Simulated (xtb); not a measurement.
# Frequency calculation, with input and output: Si3H6 (part 2 of 2)

Continued. System: Si3H6, SMILES [SiH2]1[SiH2][SiH2]1. Method: GFN2-xTB (xtb 6.7.1 later snapshot). The geometry was optimised with GFN2-xTB.

Geometry of the input (Å):
```
Si -1.2052  -0.1727  -0.5866
Si 0.9072  0.8354  -0.5528
Si 0.2981  -0.6628  1.1394
H  -1.5645  -1.1703  -1.5992
H  -2.4287  0.5981  -0.3445
H  1.9348  0.4999  -1.5433
H  1.0708  2.2682  -0.2884
H  0.9258  -1.9823  1.2605
H  0.0617  -0.2137  2.5150
```

Output, continued
```
 ---------------------------------------------------------------------------
     #   Z sym  total        # sym  WBO       # sym  WBO       # sym  WBO
 ---------------------------------------------------------------------------
     1  14      3.723 --     3      0.917     2      0.917     4      0.867
                             5      0.867
     2  14      3.723 --     3      0.917     1      0.917     7      0.867
                             6      0.867
     3  14      3.723 --     2      0.917     1      0.917     9      0.867
                             8      0.867
     4   1      0.984 --     1      0.867
     5   1      0.984 --     1      0.867
     6   1      0.984 --     2      0.867
     7   1      0.984 --     2      0.867
     8   1      0.984 --     3      0.867
     9   1      0.984 --     3      0.867
 ---------------------------------------------------------------------------

Topologies differ in total number of bonds
Writing topology from bond orders to xtbtopo.mol

molecular dipole:
                 x           y           z       tot (Debye)
 q only:        0.000      -0.000      -0.000
   full:        0.000      -0.000       0.000       0.000
molecular quadrupole (traceless):
                xx          xy          yy          xz          yz          zz
 q only:       -0.181      -0.260       0.223      -0.184       0.377      -0.042
  q+dip:       -0.183      -0.263       0.225      -0.186       0.381      -0.042
   full:       -0.764      -1.092       0.937      -0.775       1.585      -0.173

           -------------------------------------------------
          |               Frequency Printout                |
           -------------------------------------------------
 projected vibrational frequencies (cm⁻¹)
eigval :       -0.00    -0.00    -0.00     0.00     0.00     0.00
eigval :      175.30   246.03   246.09   292.74   336.75   336.77
eigval :      424.06   424.08   453.73   498.89   596.83   597.04
eigval :      784.80   803.46   803.52  2162.48  2169.98  2170.02
eigval :     2193.30  2193.31  2201.36
 reduced masses (amu)
    1:      5.11    2:      8.09    3:      5.23    4:      5.65    5:      4.74    6:      9.04
    7:      1.20    8:      1.07    9:      1.07   10:      1.03   11:      8.62   12:      8.61
   13:      1.16   14:      1.16   15:      1.01   16:      4.44   17:      1.10   18:      1.10
   19:      1.21   20:      1.05   21:      1.05   22:      1.03   23:      1.05   24:      1.05
   25:      1.03   26:      1.03   27:      1.05
 IR intensities (km·mol⁻¹)
    1:      0.00    2:      0.00    3:      0.00    4:      0.00    5:      0.00    6:      0.00
    7:      0.02    8:      0.00    9:      0.00   10:     84.13   11:      2.45   12:      2.23
   13:      0.00   14:      0.00   15:      0.00   16:      0.00   17:    183.12   18:    184.35
   19:      0.01   20:    232.67   21:    234.32   22:      0.00   23:      0.02   24:      0.02
   25:     68.78   26:     70.00   27:    237.10
 Raman intensities (Ä⁴*amu⁻¹)
    1:      0.98    2:      0.32    3:      1.29    4:      1.32    5:      1.66    6:      0.19
    7:      0.00    8:      0.01    9:      0.01   10:      0.00   11:     34.06   12:     34.06
   13:     28.34   14:     28.32   15:      0.00   16:     99.40   17:      1.37   18:      1.38
   19:     40.27   20:     26.63   21:     26.64   22:   1000.99   23:    342.48   24:    342.33
   25:    207.18   26:    207.19   27:      0.00
 output can be read by thermo (or use thermo option).
 writing <g98.out> molden fake output.
 recommended (thermochemical) frequency scaling factor: 1.0
           -------------------------------------------------
          |             Thermodynamic Functions             |
           -------------------------------------------------
Molecule has the following symmetry elements: (C3) 3*(C2) (S3) 4*(sigma)
It seems to be the D3h point group

d3h symmetry found (for desy threshold:  0.10E+00) used in thermo

          ...................................................
          :                      SETUP                      :
          :.................................................:
          :  # frequencies                          21      :
          :  # imaginary freq.                       0      :
          :  linear?                             false      :
          :  only rotor calc.                    false      :
          :  symmetry                              d3h      :
          :  rotational number                       6      :
          :  scaling factor                  1.0000000      :
          :  rotor cutoff                   50.0000000 cm⁻¹ :
          :  imag. cutoff                  -20.0000000 cm⁻¹ :
          :.................................................:

    mode    ω/cm⁻¹     T·S(HO)/kcal·mol⁻¹    T·S(FR)/kcal·mol⁻¹   T·S(vib)
   ------------------------------------------------------------------------
       1    175.30    -0.70897 ( 99.34%)    -0.68470 (  0.66%)    -0.70881
       2    246.03    -0.52440 ( 99.83%)    -0.58435 (  0.17%)    -0.52450
       3    246.09    -0.52427 ( 99.83%)    -0.58428 (  0.17%)    -0.52437
       4    292.74    -0.43472 ( 99.91%)    -0.53288 (  0.09%)    -0.43480
   ------------------------------------------------------------------------

   temp. (K)  partition function   enthalpy   heat capacity  entropy
                                   cal/mol     cal/K/mol   cal/K/mol   J/K/mol
 298.15  VIB   14.5                 2753.339     19.812     14.554
         ROT  0.173E+05              888.727      2.981     22.377
         INT  0.252E+06             3642.066     22.793     36.931
         TR   0.263E+26             1481.212      4.968     39.414
         TOT                        5123.2788    27.7609    76.3452   319.4282

       T/K    H(0)-H(T)+PV         H(T)/Eh          T*S/Eh         G(T)/Eh
   ------------------------------------------------------------------------
    298.15    0.816446E-02    0.539797E-01    0.362741E-01    0.177056E-01
   ------------------------------------------------------------------------

         :::::::::::::::::::::::::::::::::::::::::::::::::::::
         ::                  THERMODYNAMIC                  ::
         :::::::::::::::::::::::::::::::::::::::::::::::::::::
         :: total free energy          -8.124366397113 Eh   ::
         ::.................................................::
         :: total energy               -8.142071991005 Eh   ::
         :: zero point energy           0.045815188955 Eh   ::
         :: G(RRHO) w/o ZPVE           -0.028109595064 Eh   ::
         :: G(RRHO) contrib.            0.017705593892 Eh   ::
         :::::::::::::::::::::::::::::::::::::::::::::::::::::

           -------------------------------------------------
          | TOTAL ENERGY               -8.142071991005 Eh   |
          | TOTAL ENTHALPY             -8.088092337636 Eh   |
          | TOTAL FREE ENERGY          -8.124366397113 Eh   |
          | GRADIENT NORM               0.000027118319 Eh/α |
          | HOMO-LUMO GAP               3.138207362418 eV   |
           -------------------------------------------------

------------------------------------------------------------------------
------------------------------------------------------------------------
 total:
 *  cpu-time:     0 d,  0 h,  0 min,  1.030 sec
 * ratio c/w:     1.000 speedup
 SCF:
 *  cpu-time:     0 d,  0 h,  0 min,  0.004 sec
 * ratio c/w:     1.000 speedup
 analytical hessian:
 *  cpu-time:     0 d,  0 h,  0 min,  1.019 sec
 * ratio c/w:     1.000 speedup
```

File vibspectrum
```
$vibrational spectrum
#  mode     symmetry     wave number   IR intensity   Raman activity   Raman scatt. cross-section   selection rules
#                           (cm⁻¹)      (km*mol⁻¹)      (Å⁴*amu⁻¹)             (Å²*sr⁻¹)              IR     RAMAN
     1                      -0.00         0.00000         0.00000             0.00000E+00              -       -
     2                      -0.00         0.00000         0.00000             0.00000E+00              -       -
     3                      -0.00         0.00000         0.00000             0.00000E+00              -       -
     4                       0.00         0.00000         0.00000             0.00000E+00              -       -
     5                       0.00         0.00000         0.00000             0.00000E+00              -       -
     6                       0.00         0.00000         0.00000             0.00000E+00              -       -
     7        a            175.30         0.01566         0.00003             0.26897E-18             YES     NO
     8        a            246.03         0.00402         0.01034             0.47895E-16             NO      YES
     9        a            246.09         0.00102         0.01052             0.48691E-16             NO      YES
    10        a            292.74        84.12709         0.00003             0.11422E-18             YES     NO
    11        a            336.75         2.45050        34.05511             0.97810E-13             YES     YES
    12        a            336.77         2.22589        34.05967             0.97815E-13             YES     YES
    13        a            424.06         0.00054        28.33591             0.58520E-13             NO      YES
    14        a            424.08         0.00217        28.32253             0.58489E-13             NO      YES
    15        a            453.73         0.00134         0.00001             0.24132E-19             NO      NO
    16        a            498.89         0.00388        99.39840             0.16437E-12             NO      YES
    17        a            596.83       183.12455         1.36513             0.17819E-14             YES     YES
    18        a            597.04       184.34791         1.37564             0.17947E-14             YES     YES
    19        a            784.80         0.01149        40.26802             0.37084E-13             YES     YES
    20        a            803.46       232.66586        26.63153             0.23813E-13             YES     YES
    21        a            803.52       234.32110        26.63789             0.23817E-13             YES     YES
    22        a           2162.48         0.00193      1000.99228             0.24056E-12             NO      YES
    23        a           2169.98         0.01586       342.47934             0.81877E-13             YES     YES
    24        a           2170.02         0.02048       342.32545             0.81838E-13             YES     YES
    25        a           2193.30        68.78491       207.18058             0.48740E-13             YES     YES
    26        a           2193.31        69.99736       207.19274             0.48742E-13             YES     YES
    27        a           2201.36       237.10342         0.00263             0.61602E-18             YES     NO
$end
```

Standard error
```
normal termination of xtb
```

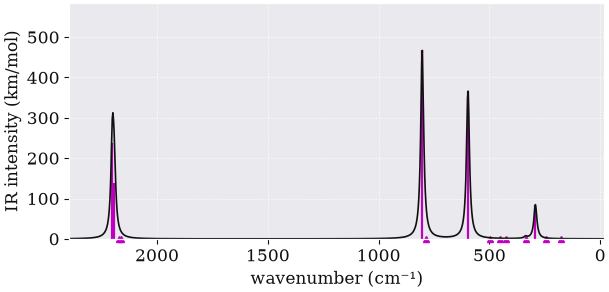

*Harmonic infrared spectrum, unscaled: sticks (degenerate modes added up, dark ones marked on the axis) with a Lorentzian envelope of 16 cm⁻¹ full width, scaled to the tallest stick.*

21 modes from 175 to 2201 cm⁻¹, none imaginary. The strongest line is at 803 cm⁻¹ (467 km/mol).

Summary

- outcome: converged
- electrons treated: 18
- total energy: −8.142072 hartree
- dispersion energy: −0.006150 hartree
- basis functions: 36
- HOMO: −8.69 eV
- LUMO: −5.55 eV
- zero-point energy: 0.045815 hartree
- dipole moment: 0.00 D
- wavenumbers, lowest and highest: 175 and 2201 cm⁻¹
- hardware: 1 thread of Arm Neoverse V2, 24 GiB of memory available, shared host
- wall time: 1.1 s
- peak memory: 0.073 GiB
